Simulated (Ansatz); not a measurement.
# AgBr: a point defect seen from the nuclei (Ag vacancy), part 1 of 3

Wanted: the field gradients around Ag vacancy in AgBr, cell charge -1, before and after the neighbours move. The cell is a supercell built from a computed entry of the Materials Project. Planned: a single point, then a relaxation, then a check of ecutwfc with width with method.

Program: Ansatz 0.2.0. Level of theory: DFT, PBE, plane-wave PAW, default files, scalar-relativistic, as far as a step names no other. These are calculated values, not measurements.

## Step 1: The structure to begin with

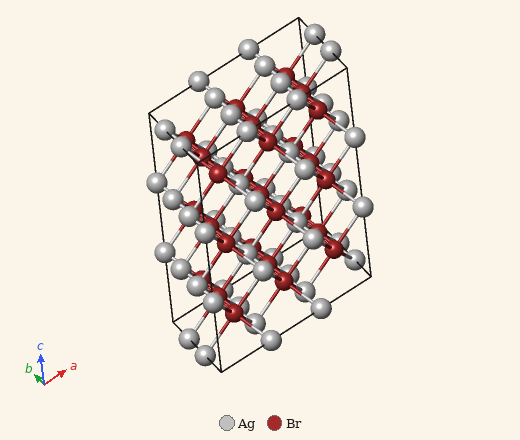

The starting structure, seen slightly off an axis (silver light grey, bromine red). Atoms on the faces are drawn again on the opposite ones.

Coordinates:

```
CELL_PARAMETERS angstrom
0.00000 8.67651 8.67651
8.67651 0.00000 8.67651
8.67651 8.67651 0.00000
ATOMIC_POSITIONS crystal
Ag 0.00000 0.00000 0.33333
Ag 0.00000 0.00000 0.66667
Ag 0.00000 0.33333 0.00000
Ag 0.00000 0.33333 0.33333
Ag 0.00000 0.33333 0.66667
Ag 0.00000 0.66667 0.00000
Ag 0.00000 0.66667 0.33333
Ag 0.00000 0.66667 0.66667
Ag 0.33333 0.00000 0.00000
Ag 0.33333 0.00000 0.33333
Ag 0.33333 0.00000 0.66667
Ag 0.33333 0.33333 0.00000
Ag 0.33333 0.33333 0.33333
Ag 0.33333 0.33333 0.66667
Ag 0.33333 0.66667 0.00000
Ag 0.33333 0.66667 0.33333
Ag 0.33333 0.66667 0.66667
Ag 0.66667 0.00000 0.00000
Ag 0.66667 0.00000 0.33333
Ag 0.66667 0.00000 0.66667
Ag 0.66667 0.33333 0.00000
Ag 0.66667 0.33333 0.33333
Ag 0.66667 0.33333 0.66667
Ag 0.66667 0.66667 0.00000
Ag 0.66667 0.66667 0.33333
Ag 0.66667 0.66667 0.66667
Br 0.16667 0.16667 0.16667
Br 0.16667 0.16667 0.50000
Br 0.16667 0.16667 0.83333
Br 0.16667 0.50000 0.16667
Br 0.16667 0.50000 0.50000
Br 0.16667 0.50000 0.83333
Br 0.16667 0.83333 0.16667
Br 0.16667 0.83333 0.50000
Br 0.16667 0.83333 0.83333
Br 0.50000 0.16667 0.16667
Br 0.50000 0.16667 0.50000
Br 0.50000 0.16667 0.83333
Br 0.50000 0.50000 0.16667
Br 0.50000 0.50000 0.50000
Br 0.50000 0.50000 0.83333
Br 0.50000 0.83333 0.16667
Br 0.50000 0.83333 0.50000
Br 0.50000 0.83333 0.83333
Br 0.83333 0.16667 0.16667
Br 0.83333 0.16667 0.50000
Br 0.83333 0.16667 0.83333
Br 0.83333 0.50000 0.16667
Br 0.83333 0.50000 0.50000
Br 0.83333 0.50000 0.83333
Br 0.83333 0.83333 0.16667
Br 0.83333 0.83333 0.50000
Br 0.83333 0.83333 0.83333
```

The vacant site is at (0.000, 0.000, 0.000) in fractional coordinates of the input's cell.

## Step 2: First run, atoms as given

Input file input.yaml:

```yaml
crystal:
  lattice:
    - [0.0, 8.6765084379, 8.6765084379]
    - [8.6765084379, 0.0, 8.6765084379]
    - [8.6765084379, 8.6765084379, 0.0]
  atoms:
    - { symbol: Ag, position: [0.0, 0.0, 0.3333333333] }
    - { symbol: Ag, position: [0.0, 0.0, 0.6666666667] }
    - { symbol: Ag, position: [0.0, 0.3333333333, 0.0] }
    - { symbol: Ag, position: [0.0, 0.3333333333, 0.3333333333] }
    - { symbol: Ag, position: [0.0, 0.3333333333, 0.6666666667] }
    - { symbol: Ag, position: [0.0, 0.6666666667, 0.0] }
    - { symbol: Ag, position: [0.0, 0.6666666667, 0.3333333333] }
    - { symbol: Ag, position: [0.0, 0.6666666667, 0.6666666667] }
    - { symbol: Ag, position: [0.3333333333, 0.0, 0.0] }
    - { symbol: Ag, position: [0.3333333333, 0.0, 0.3333333333] }
    - { symbol: Ag, position: [0.3333333333, 0.0, 0.6666666667] }
    - { symbol: Ag, position: [0.3333333333, 0.3333333333, 0.0] }
    - { symbol: Ag, position: [0.3333333333, 0.3333333333, 0.3333333333] }
    - { symbol: Ag, position: [0.3333333333, 0.3333333333, 0.6666666667] }
    - { symbol: Ag, position: [0.3333333333, 0.6666666667, 0.0] }
    - { symbol: Ag, position: [0.3333333333, 0.6666666667, 0.3333333333] }
    - { symbol: Ag, position: [0.3333333333, 0.6666666667, 0.6666666667] }
    - { symbol: Ag, position: [0.6666666667, 0.0, 0.0] }
    - { symbol: Ag, position: [0.6666666667, 0.0, 0.3333333333] }
    - { symbol: Ag, position: [0.6666666667, 0.0, 0.6666666667] }
    - { symbol: Ag, position: [0.6666666667, 0.3333333333, 0.0] }
    - { symbol: Ag, position: [0.6666666667, 0.3333333333, 0.3333333333] }
    - { symbol: Ag, position: [0.6666666667, 0.3333333333, 0.6666666667] }
    - { symbol: Ag, position: [0.6666666667, 0.6666666667, 0.0] }
    - { symbol: Ag, position: [0.6666666667, 0.6666666667, 0.3333333333] }
    - { symbol: Ag, position: [0.6666666667, 0.6666666667, 0.6666666667] }
    - { symbol: Br, position: [0.1666666667, 0.1666666667, 0.1666666667] }
    - { symbol: Br, position: [0.1666666667, 0.1666666667, 0.5] }
    - { symbol: Br, position: [0.1666666667, 0.1666666667, 0.8333333333] }
    - { symbol: Br, position: [0.1666666667, 0.5, 0.1666666667] }
    - { symbol: Br, position: [0.1666666667, 0.5, 0.5] }
    - { symbol: Br, position: [0.1666666667, 0.5, 0.8333333333] }
    - { symbol: Br, position: [0.1666666667, 0.8333333333, 0.1666666667] }
    - { symbol: Br, position: [0.1666666667, 0.8333333333, 0.5] }
    - { symbol: Br, position: [0.1666666667, 0.8333333333, 0.8333333333] }
    - { symbol: Br, position: [0.5, 0.1666666667, 0.1666666667] }
    - { symbol: Br, position: [0.5, 0.1666666667, 0.5] }
    - { symbol: Br, position: [0.5, 0.1666666667, 0.8333333333] }
    - { symbol: Br, position: [0.5, 0.5, 0.1666666667] }
    - { symbol: Br, position: [0.5, 0.5, 0.5] }
    - { symbol: Br, position: [0.5, 0.5, 0.8333333333] }
    - { symbol: Br, position: [0.5, 0.8333333333, 0.1666666667] }
    - { symbol: Br, position: [0.5, 0.8333333333, 0.5] }
    - { symbol: Br, position: [0.5, 0.8333333333, 0.8333333333] }
    - { symbol: Br, position: [0.8333333333, 0.1666666667, 0.1666666667] }
    - { symbol: Br, position: [0.8333333333, 0.1666666667, 0.5] }
    - { symbol: Br, position: [0.8333333333, 0.1666666667, 0.8333333333] }
    - { symbol: Br, position: [0.8333333333, 0.5, 0.1666666667] }
    - { symbol: Br, position: [0.8333333333, 0.5, 0.5] }
    - { symbol: Br, position: [0.8333333333, 0.5, 0.8333333333] }
    - { symbol: Br, position: [0.8333333333, 0.8333333333, 0.1666666667] }
    - { symbol: Br, position: [0.8333333333, 0.8333333333, 0.5] }
    - { symbol: Br, position: [0.8333333333, 0.8333333333, 0.8333333333] }
total_charge: -1
kpoints:
  mp_grid: { grid: [2, 2, 2] }
scf:
  occupations: { method: fermi_dirac, width: 0.01 }
hamiltonian:
  xc: pbe
  pseudopotentials: { kind: paw }
output:
  forces: true
  stress: true
  populations: true
  efg: { quadrupole_moments_barn: { Br: 0.2579 }, contact_densities: true }
  write_density: true
  write_potential: true
  elf: true
  volumetric_format: npy
```

Command:

```console
$ ansatz run input.yaml --threads 4 --pin off --max-ram 8192MiB --backend cpu --events-out ev --progress --plain --runs-dir out
```

Standard output:

```text
Warning: RAYON_NUM_THREADS=4 ignored (pool sized by the plan → 4); use --threads N
Ag: output.efg is read without spin–orbit coupling, which moves field gradients at and beside such atoms by some per cent and up to a factor of two; PAW files take it under magnetization.noncollinear and magnetization.spin_orbit
Engine: ansatz 0.2.0, aarch64-unknown-linux-gnu
Pseudopotentials: kind: paw
Pseudopotential: Ag, paw, valence charge 19, recommended cutoff 420 eV (normal), Ag.paw.azcp
Pseudopotential: Br, paw, valence charge 7, recommended cutoff 420 eV (normal), Br.paw.azcp
Functional definition: PBE
  parameter kappa = 0.804
  parameter beta = 0.06672455060314922
  exchange = pbe_x(kappa = kappa, mu = beta*pi^2/3)
  correlation = pbe_c(beta = beta)
Crystal: 53 atoms, lattice volume = 1306.366 Å³
Basis set: ecut = 420 eV, 25605 PW (Γ), exchange–correlation on 180×180×180 points (8 copies of the dense FFT grid, shifted against one another)
Bands: 411, of which v1, the nominal top of the filled ones, is band 342 counted from 1 (341 counted from 0)
Symmetry: 48 space group operations
Space group: Fm-3m (ITA 225), of the structure as read, at distance tolerance 1.1e-4 Å
k-points: 3 of 8
Non-local potential: Ag, projectors of the file, l = 0: 3, l = 1: 2, l = 2: 2, l = 3: 1
Non-local potential: Br, projectors of the file, l = 0: 2, l = 1: 2, l = 2: 2
PAW form: soft (Blöchl's): semilocal exchange-correlation on the pseudo side does not see the compensation charge
PAW one-centre angular grid: Ag, 590 points (default); XC on 64 Gauss nodes
PAW one-centre angular grid: Br, 110 points (default); XC on 64 Gauss nodes
Initial density: superposition of atomic densities (neutral atoms scaled as one to the charged cell's electrons: chi_scale 0, normalization atom), corrected by the library's trained network
Initial wavefunctions: pseudopotential atomic-orbital guess
Functional: x = pbe(κ = 0.804, μ = 0.2195149727645171), c = pbe(β = 0.06672455060314922)
SCF iter   1: F=—  HF=-272509.558616 eV  |F-HF|=—  |Δ(HF+E_count)|=         —  Δρ=6.78e-3  dr2=6.44e-1  ethr=1.77e-3  ⟨swp⟩=6.3  Hψ=4927  notcnv=0  defer=35
preconditioner: auto → Resta (q_TF=auto, 2.449 Å⁻¹)  ε∞=6.6  [insulator: Δε(μ)=0.704 eV  Ē_g=9.455 eV  σ=0.010 eV  W_gap=1.00  n_scr=330 (ndim 8)  ℏωp=22.4 eV  f_vac=0.036  D(μ)=0.00/eV (n_scr^D=0)  ε∞_Penn≈6.6]
SCF iter   2: F=—  HF=-272509.382189 eV  |F-HF|=—  |Δ(HF+E_count)|=   1.76e-1  Δρ=8.24e-4  dr2=2.06e-2  ethr=9.41e-5  ⟨swp⟩=3.0  Hψ=2256  notcnv=0  defer=185
SCF iter   3: F=—  HF=-272509.380897 eV  |F-HF|=—  |Δ(HF+E_count)|=   1.29e-3  Δρ=5.05e-4  dr2=5.77e-3  ethr=3.01e-6  ⟨swp⟩=2.3  Hψ=1834  notcnv=0  defer=185
SCF iter   4: F=—  HF=-272509.381109 eV  |F-HF|=—  |Δ(HF+E_count)|=   2.12e-4  Δρ=1.18e-4  dr2=3.10e-4  ethr=8.44e-7  ⟨swp⟩=2.0  Hψ=2091  notcnv=0  defer=185
SCF iter   5: F=—  HF=-272509.381057 eV  |F-HF|=—  |Δ(HF+E_count)|=   5.25e-5  Δρ=3.80e-5  dr2=3.76e-5  ethr=4.54e-8  ⟨swp⟩=2.0  Hψ=1699  notcnv=0  defer=185
SCF iter   6: F=—  HF=-272509.382771 eV  |F-HF|=—  |Δ(HF+E_count)|=   1.71e-3  Δρ=1.41e-5  dr2=3.76e-6  ethr=5.50e-9  ⟨swp⟩=2.0  Hψ=1719  notcnv=0  defer=185
SCF iter   7: F=—  HF=-272509.382773 eV  |F-HF|=—  |Δ(HF+E_count)|=   2.14e-6  Δρ=9.54e-6  dr2=1.22e-6  ethr=5.49e-10  ⟨swp⟩=2.3  Hψ=2030  notcnv=0  defer=185
SCF iter   8: F=—  HF=-272509.382773 eV  |F-HF|=—  |Δ(HF+E_count)|=   2.60e-7  Δρ=2.55e-6  dr2=1.64e-7  ethr=1.78e-10  ⟨swp⟩=2.0  Hψ=1996  notcnv=0  defer=185
SCF iter   9: F=-272509.382773 eV  HF=-272509.382773 eV  |F-HF|=2.14e-8  |Δ(HF+E_count)|=   1.90e-7  Δρ=6.68e-7  dr2=1.19e-8  ethr=1.46e-11  ⟨swp⟩=17.7  Hψ=10943  notcnv=0
SCF 1 converged in 9 iterations: F = -272509.382773 eV  dr2 = 1.19e-8
SCF converged after 9 iterations
Free energy (F): -272509.382773 eV
Harris-Foulkes:  -272509.382773 eV  (|F-HF|=2.14e-8)
Internal energy: -272509.382773 eV  (E = F + TS)
E sigma→0 (E₀):  -272509.382773 eV
Fermi energy:    7.902021 eV
--- Per-component energies (eV) ---
[... 15 lines left out ...]
--- Forces (eV/Å), atoms counted from 1 ---
  atom   1  Ag    -0.11074182    -0.11074182    -0.00000000
  atom   2  Ag     0.11074182     0.11074182     0.00000000
  atom   3  Ag    -0.11074182     0.00000000    -0.11074182
  atom   4  Ag    -0.00490136     0.00490136     0.00490136
  atom   5  Ag     0.00000000     0.11074182    -0.11074182
  atom   6  Ag     0.11074182    -0.00000000     0.11074182
[... 47 lines left out ...]
  max |Σ_I F_I| component: 2.01e-16 eV/Å
--- Stress (GPa, compression-positive) ---
        1.081486      -0.000000       0.000000
        0.000000       1.081486       0.000000
        0.000000       0.000000       1.081486
  P = ⅓ Tr σ = 1.0815 GPa (10.815 kbar)
--- PAW observables at the nuclei: V_zz in 10²¹ V/m², potentials from the cell's mean, atoms counted from 1 ---
  atom   1  Ag V_zz =    +0.615019   η = 0.0681   by run symmetry: allowed
            electrostatic potential = -7475.620292 V   contact ρ = 948351.670200 e/Å³
  atom   2  Ag V_zz =    +0.615019   η = 0.0681   by run symmetry: allowed
            electrostatic potential = -7475.620292 V   contact ρ = 948351.670200 e/Å³
  atom   3  Ag V_zz =    +0.615019   η = 0.0681   by run symmetry: allowed
            electrostatic potential = -7475.620292 V   contact ρ = 948351.670200 e/Å³
  atom   4  Ag V_zz =    -0.019991   η = 0.0000   by run symmetry: allowed
            electrostatic potential = -7475.501651 V   contact ρ = 948351.868633 e/Å³
  atom   5  Ag V_zz =    +0.615019   η = 0.0681   by run symmetry: allowed
            electrostatic potential = -7475.620292 V   contact ρ = 948351.670200 e/Å³
  atom   6  Ag V_zz =    +0.615019   η = 0.0681   by run symmetry: allowed
            electrostatic potential = -7475.620292 V   contact ρ = 948351.670200 e/Å³
  atom   7  Ag V_zz =    +0.615019   η = 0.0681   by run symmetry: allowed
            electrostatic potential = -7475.620292 V   contact ρ = 948351.670200 e/Å³
  atom   8  Ag V_zz =    -0.019991   η = 0.0000   by run symmetry: allowed
            electrostatic potential = -7475.501651 V   contact ρ = 948351.868633 e/Å³
  atom   9  Ag V_zz =    +0.615019   η = 0.0681   by run symmetry: allowed
            electrostatic potential = -7475.620292 V   contact ρ = 948351.670200 e/Å³
  atom  10  Ag V_zz =    -0.019991   η = 0.0000   by run symmetry: allowed
            electrostatic potential = -7475.501651 V   contact ρ = 948351.868633 e/Å³
  atom  11  Ag V_zz =    +0.615019   η = 0.0681   by run symmetry: allowed
            electrostatic potential = -7475.620292 V   contact ρ = 948351.670200 e/Å³
  atom  12  Ag V_zz =    -0.019991   η = 0.0000   by run symmetry: allowed
            electrostatic potential = -7475.501651 V   contact ρ = 948351.868633 e/Å³
  atom  13  Ag V_zz =    -0.019991   η = 0.0000   by run symmetry: allowed
            electrostatic potential = -7475.501651 V   contact ρ = 948351.868633 e/Å³
  atom  14  Ag V_zz =    -1.134868   η = 0.0000   by run symmetry: allowed
            electrostatic potential = -7475.602386 V   contact ρ = 948351.994725 e/Å³
  atom  15  Ag V_zz =    +0.615019   η = 0.0681   by run symmetry: allowed
            electrostatic potential = -7475.620292 V   contact ρ = 948351.670200 e/Å³
  atom  16  Ag V_zz =    -1.134868   η = 0.0000   by run symmetry: allowed
            electrostatic potential = -7475.602386 V   contact ρ = 948351.994725 e/Å³
  atom  17  Ag V_zz =    -1.134868   η = 0.0000   by run symmetry: allowed
            electrostatic potential = -7475.602386 V   contact ρ = 948351.994725 e/Å³
  atom  18  Ag V_zz =    +0.615019   η = 0.0681   by run symmetry: allowed
            electrostatic potential = -7475.620292 V   contact ρ = 948351.670200 e/Å³
  atom  19  Ag V_zz =    +0.615019   η = 0.0681   by run symmetry: allowed
            electrostatic potential = -7475.620292 V   contact ρ = 948351.670200 e/Å³
  atom  20  Ag V_zz =    -0.019991   η = 0.0000   by run symmetry: allowed
            electrostatic potential = -7475.501651 V   contact ρ = 948351.868633 e/Å³
  atom  21  Ag V_zz =    +0.615019   η = 0.0681   by run symmetry: allowed
            electrostatic potential = -7475.620292 V   contact ρ = 948351.670200 e/Å³
  atom  22  Ag V_zz =    -1.134868   η = 0.0000   by run symmetry: allowed
            electrostatic potential = -7475.602386 V   contact ρ = 948351.994725 e/Å³
  atom  23  Ag V_zz =    -1.134868   η = 0.0000   by run symmetry: allowed
            electrostatic potential = -7475.602386 V   contact ρ = 948351.994725 e/Å³
  atom  24  Ag V_zz =    -0.019991   η = 0.0000   by run symmetry: allowed
            electrostatic potential = -7475.501651 V   contact ρ = 948351.868633 e/Å³
  atom  25  Ag V_zz =    -1.134868   η = 0.0000   by run symmetry: allowed
            electrostatic potential = -7475.602386 V   contact ρ = 948351.994725 e/Å³
  atom  26  Ag V_zz =    -0.019991   η = 0.0000   by run symmetry: allowed
            electrostatic potential = -7475.501651 V   contact ρ = 948351.868633 e/Å³
  atom  27  Br V_zz =    -0.551292   η = 0.0000   by run symmetry: allowed   C_q = -3.4379 MHz
            electrostatic potential = -4909.311390 V   contact ρ = 293247.364251 e/Å³
  atom  28  Br V_zz =    -0.551292   η = 0.0000   by run symmetry: allowed   C_q = -3.4379 MHz
            electrostatic potential = -4909.311390 V   contact ρ = 293247.364251 e/Å³
  atom  29  Br V_zz =   -10.476307   η = 0.0000   by run symmetry: allowed   C_q = -65.3302 MHz
            electrostatic potential = -4909.748462 V   contact ρ = 293246.129491 e/Å³
  atom  30  Br V_zz =    -0.551292   η = 0.0000   by run symmetry: allowed   C_q = -3.4379 MHz
            electrostatic potential = -4909.311390 V   contact ρ = 293247.364251 e/Å³
  atom  31  Br V_zz =    -1.225577   η = 0.3919   by run symmetry: allowed   C_q = -7.6427 MHz
            electrostatic potential = -4909.307895 V   contact ρ = 293247.360164 e/Å³
  atom  32  Br V_zz =    -1.225577   η = 0.3919   by run symmetry: allowed   C_q = -7.6427 MHz
            electrostatic potential = -4909.307895 V   contact ρ = 293247.360164 e/Å³
  atom  33  Br V_zz =   -10.476307   η = 0.0000   by run symmetry: allowed   C_q = -65.3302 MHz
            electrostatic potential = -4909.748462 V   contact ρ = 293246.129491 e/Å³
  atom  34  Br V_zz =    -1.225577   η = 0.3919   by run symmetry: allowed   C_q = -7.6427 MHz
            electrostatic potential = -4909.307895 V   contact ρ = 293247.360164 e/Å³
  atom  35  Br V_zz =   -10.476307   η = 0.0000   by run symmetry: allowed   C_q = -65.3302 MHz
            electrostatic potential = -4909.748462 V   contact ρ = 293246.129491 e/Å³
  atom  36  Br V_zz =    -0.551292   η = 0.0000   by run symmetry: allowed   C_q = -3.4379 MHz
            electrostatic potential = -4909.311390 V   contact ρ = 293247.364251 e/Å³
  atom  37  Br V_zz =    -1.225577   η = 0.3919   by run symmetry: allowed   C_q = -7.6427 MHz
            electrostatic potential = -4909.307895 V   contact ρ = 293247.360164 e/Å³
  atom  38  Br V_zz =    -1.225577   η = 0.3919   by run symmetry: allowed   C_q = -7.6427 MHz
            electrostatic potential = -4909.307895 V   contact ρ = 293247.360164 e/Å³
  atom  39  Br V_zz =    -1.225577   η = 0.3919   by run symmetry: allowed   C_q = -7.6427 MHz
            electrostatic potential = -4909.307895 V   contact ρ = 293247.360164 e/Å³
  atom  40  Br V_zz =    +0.000000   η = 0.0000   by run symmetry: forbidden   C_q = +0.0000 MHz
            electrostatic potential = -4909.243607 V   contact ρ = 293247.367222 e/Å³
  atom  41  Br V_zz =    -1.225577   η = 0.3919   by run symmetry: allowed   C_q = -7.6427 MHz
            electrostatic potential = -4909.307895 V   contact ρ = 293247.360164 e/Å³
  atom  42  Br V_zz =    -1.225577   η = 0.3919   by run symmetry: allowed   C_q = -7.6427 MHz
            electrostatic potential = -4909.307895 V   contact ρ = 293247.360164 e/Å³
  atom  43  Br V_zz =    -1.225577   η = 0.3919   by run symmetry: allowed   C_q = -7.6427 MHz
            electrostatic potential = -4909.307895 V   contact ρ = 293247.360164 e/Å³
  atom  44  Br V_zz =    -0.551292   η = 0.0000   by run symmetry: allowed   C_q = -3.4379 MHz
            electrostatic potential = -4909.311390 V   contact ρ = 293247.364251 e/Å³
  atom  45  Br V_zz =   -10.476307   η = 0.0000   by run symmetry: allowed   C_q = -65.3302 MHz
            electrostatic potential = -4909.748462 V   contact ρ = 293246.129491 e/Å³
  atom  46  Br V_zz =    -1.225577   η = 0.3919   by run symmetry: allowed   C_q = -7.6427 MHz
            electrostatic potential = -4909.307895 V   contact ρ = 293247.360164 e/Å³
  atom  47  Br V_zz =   -10.476307   η = 0.0000   by run symmetry: allowed   C_q = -65.3302 MHz
            electrostatic potential = -4909.748462 V   contact ρ = 293246.129491 e/Å³
  atom  48  Br V_zz =    -1.225577   η = 0.3919   by run symmetry: allowed   C_q = -7.6427 MHz
            electrostatic potential = -4909.307895 V   contact ρ = 293247.360164 e/Å³
  atom  49  Br V_zz =    -1.225577   η = 0.3919   by run symmetry: allowed   C_q = -7.6427 MHz
            electrostatic potential = -4909.307895 V   contact ρ = 293247.360164 e/Å³
  atom  50  Br V_zz =    -0.551292   η = 0.0000   by run symmetry: allowed   C_q = -3.4379 MHz
            electrostatic potential = -4909.311390 V   contact ρ = 293247.364251 e/Å³
  atom  51  Br V_zz =   -10.476307   η = 0.0000   by run symmetry: allowed   C_q = -65.3302 MHz
            electrostatic potential = -4909.748462 V   contact ρ = 293246.129491 e/Å³
  atom  52  Br V_zz =    -0.551292   η = 0.0000   by run symmetry: allowed   C_q = -3.4379 MHz
            electrostatic potential = -4909.311390 V   contact ρ = 293247.364251 e/Å³
  atom  53  Br V_zz =    -0.551292   η = 0.0000   by run symmetry: allowed   C_q = -3.4379 MHz
            electrostatic potential = -4909.311390 V   contact ρ = 293247.364251 e/Å³
--- Band table (eV) ---
[... 3 lines left out ...]
--- Löwdin populations: 53 sites ---
  site symbol       q [e]
[... 53 lines left out ...]
  spilling = 0.003391 (of n_electrons = 684.000000)
```

It took 79 s on 4 threads of Arm Neoverse V1, shared host; peak memory 6.3 GiB.

At the end: gap on the mesh 0.76 eV, largest force 0.204 eV/Å, pressure 1.1 GPa.

Like atoms gathered into sites:

```tsv
site	atoms	distance from the defect (Å)	V_zz (10²¹ V/m²)	η	C_Q (MHz)
Br29	29, 33, 35, 45, …	2.89	-10.48	0.00	-65.3 (⁸¹Br)
Ag1	1, 2, 3, 5, …	4.09	0.62	0.07	–
Br27	27, 28, 30, 36, …	5.01	-0.55	0.00	-3.44 (⁸¹Br)
Ag14	14, 16, 17, 22, …	5.78	-1.13	0.00	–
Br31	31, 32, 34, 37, …	6.47	-1.23	0.39	-7.64 (⁸¹Br)
Ag4	4, 8, 10, 12, …	7.08	-0.020	0.00	–
Br40	40	8.68	0.00	–	0 (⁸¹Br)
```

V_zz is the principal component of the electric field gradient with the largest magnitude, η = (V_xx − V_yy)/V_zz and C_Q = eQV_zz/h. Nuclear quadrupole moments: year-2017 set (Pyykkö). A dash under C_Q marks elements without a common quadrupolar isotope.

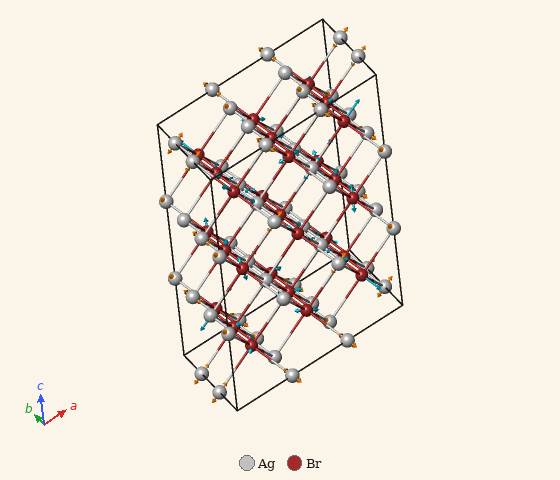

Double arrows mark the V_zz axes (orange positive, teal negative); their length grows with the root of |V_zz|.

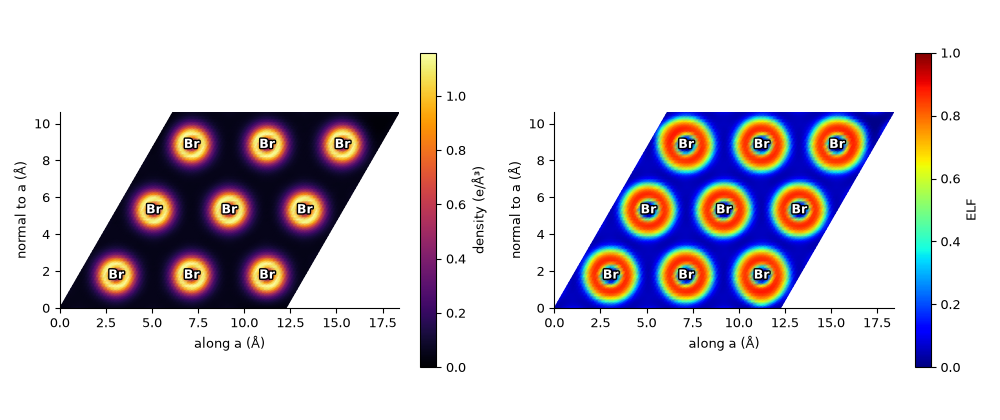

Density (left) and ELF (right) in a lattice plane of the grid's cell (edges 12.27 and 12.27 Å, at 0.167 of the third edge), which holds Br. Only atoms in the plane are labelled. Both are smooth fields of the valence electrons: close to the nuclei they are not physical.

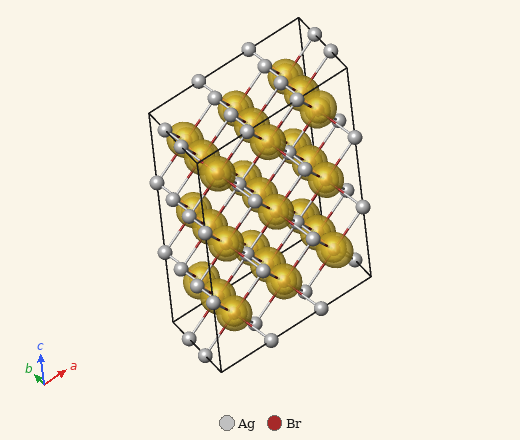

Surface of ELF = 0.84, drawn in one cell.

Outside the cores ELF peaks at 0.90 in the shell around Br, 0.9 Å from Br.

(Continued in part 2 of 3.)
